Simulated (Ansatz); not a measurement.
C₂₄H₁₈S₂

```json
{"atom": "S", "x (Å)": "9.6902", "y (Å)": "-0.2500", "z (Å)": "-0.6390"}
{"atom": "C", "x (Å)": "7.9253", "y (Å)": "-0.2325", "z (Å)": "-0.4677"}
{"atom": "C", "x (Å)": "7.2579", "y (Å)": "-0.5661", "z (Å)": "0.7286"}
{"atom": "C", "x (Å)": "5.8615", "y (Å)": "-0.5306", "z (Å)": "0.7929"}
{"atom": "C", "x (Å)": "5.0767", "y (Å)": "-0.1599", "z (Å)": "-0.3221"}
{"atom": "C", "x (Å)": "3.5990", "y (Å)": "-0.1209", "z (Å)": "-0.2449"}
{"atom": "C", "x (Å)": "2.8804", "y (Å)": "-1.0263", "z (Å)": "0.5696"}
{"atom": "C", "x (Å)": "1.4855", "y (Å)": "-0.9881", "z (Å)": "0.6440"}
{"atom": "C", "x (Å)": "0.7355", "y (Å)": "-0.0413", "z (Å)": "-0.0908"}
{"atom": "C", "x (Å)": "-0.7421", "y (Å)": "0.0011", "z (Å)": "-0.0088"}
{"atom": "C", "x (Å)": "-1.4493", "y (Å)": "1.2215", "z (Å)": "-0.1063"}
{"atom": "C", "x (Å)": "-2.8438", "y (Å)": "1.2621", "z (Å)": "-0.0246"}
{"atom": "C", "x (Å)": "-3.6049", "y (Å)": "0.0844", "z (Å)": "0.1570"}
{"atom": "C", "x (Å)": "-5.0819", "y (Å)": "0.1272", "z (Å)": "0.2458"}
{"atom": "C", "x (Å)": "-5.7522", "y (Å)": "1.2280", "z (Å)": "0.8251"}
{"atom": "C", "x (Å)": "-7.1469", "y (Å)": "1.2740", "z (Å)": "0.9149"}
{"atom": "C", "x (Å)": "-7.9285", "y (Å)": "0.2099", "z (Å)": "0.4207"}
{"atom": "S", "x (Å)": "-9.6999", "y (Å)": "0.1822", "z (Å)": "0.4960"}
{"atom": "C", "x (Å)": "-7.2750", "y (Å)": "-0.8960", "z (Å)": "-0.1638"}
{"atom": "C", "x (Å)": "-5.8804", "y (Å)": "-0.9320", "z (Å)": "-0.2437"}
{"atom": "C", "x (Å)": "-2.8975", "y (Å)": "-1.1362", "z (Å)": "0.2522"}
{"atom": "C", "x (Å)": "-1.5029", "y (Å)": "-1.1767", "z (Å)": "0.1724"}
{"atom": "C", "x (Å)": "1.4536", "y (Å)": "0.8638", "z (Å)": "-0.9056"}
{"atom": "C", "x (Å)": "2.8485", "y (Å)": "0.8242", "z (Å)": "-0.9816"}
{"atom": "C", "x (Å)": "5.7615", "y (Å)": "0.1731", "z (Å)": "-1.5133"}
{"atom": "C", "x (Å)": "7.1561", "y (Å)": "0.1380", "z (Å)": "-1.5915"}
{"atom": "H", "x (Å)": "9.9604", "y (Å)": "-0.6680", "z (Å)": "0.6281"}
{"atom": "H", "x (Å)": "7.8357", "y (Å)": "-0.8463", "z (Å)": "1.6227"}
{"atom": "H", "x (Å)": "5.3686", "y (Å)": "-0.7700", "z (Å)": "1.7470"}
{"atom": "H", "x (Å)": "3.4274", "y (Å)": "-1.7896", "z (Å)": "1.1435"}
{"atom": "H", "x (Å)": "0.9634", "y (Å)": "-1.6984", "z (Å)": "1.3027"}
{"atom": "H", "x (Å)": "-0.8912", "y (Å)": "2.1618", "z (Å)": "-0.2304"}
{"atom": "H", "x (Å)": "-3.3587", "y (Å)": "2.2298", "z (Å)": "-0.1221"}
{"atom": "H", "x (Å)": "-5.1665", "y (Å)": "2.0597", "z (Å)": "1.2443"}
{"atom": "H", "x (Å)": "-7.6324", "y (Å)": "2.1429", "z (Å)": "1.3851"}
{"atom": "H", "x (Å)": "-9.8442", "y (Å)": "1.4017", "z (Å)": "1.0836"}
{"atom": "H", "x (Å)": "-7.8664", "y (Å)": "-1.7314", "z (Å)": "-0.5686"}
{"atom": "H", "x (Å)": "-5.3982", "y (Å)": "-1.7951", "z (Å)": "-0.7264"}
{"atom": "H", "x (Å)": "-3.4528", "y (Å)": "-2.0728", "z (Å)": "0.4118"}
{"atom": "H", "x (Å)": "-0.9897", "y (Å)": "-2.1481", "z (Å)": "0.2345"}
{"atom": "H", "x (Å)": "0.9040", "y (Å)": "1.6040", "z (Å)": "-1.5066"}
{"atom": "H", "x (Å)": "3.3722", "y (Å)": "1.5573", "z (Å)": "-1.6136"}
{"atom": "H", "x (Å)": "5.1858", "y (Å)": "0.4391", "z (Å)": "-2.4124"}
{"atom": "H", "x (Å)": "7.6561", "y (Å)": "0.3908", "z (Å)": "-2.5389"}
```

Geometry: PBE-D4/def2-SVP.

Method: RKS PBE0-D4/def2-TZVP in Ansatz 0.2.0.

### What will maps of the electron density and electron localisation function show?

C–C (1.40 Å): ρ is about 2.1 e/Å³ halfway; the ELF peaks at about 0.95 between the atoms, as expected for a covalent bond.
C–S (1.77 Å): the density is about 1.3 e/Å³ at the midpoint; the ELF peaks at about 0.95 between the atoms (a shared electron pair).
C–H (1.10 Å): ρ is about 2 e/Å³ halfway; the ELF climbs to about 1 towards the hydrogen, as it does in any bond to H: a covalent bond by its length.
C–C (1.48 Å): ρ at the midpoint is about 1.8 e/Å³; the ELF peaks at about 0.95 between the atoms: a shared electron pair.

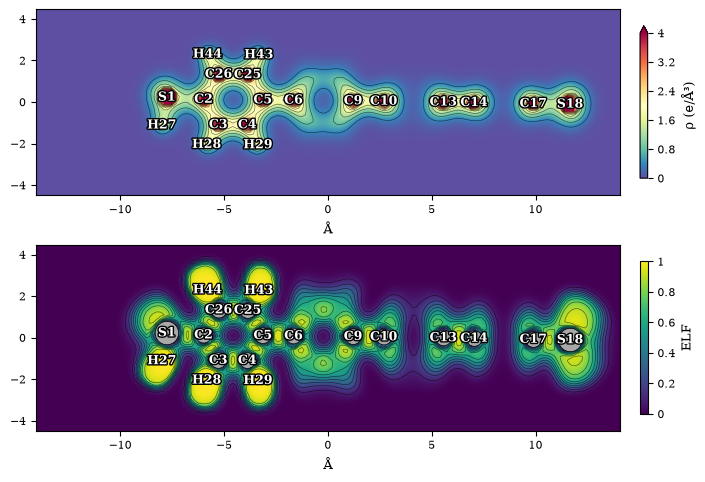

Computed electron density and electron localisation function on the plane of atoms C4, C5 and C6, in this order. Grey discs cover the atomic cores in the ELF map. 
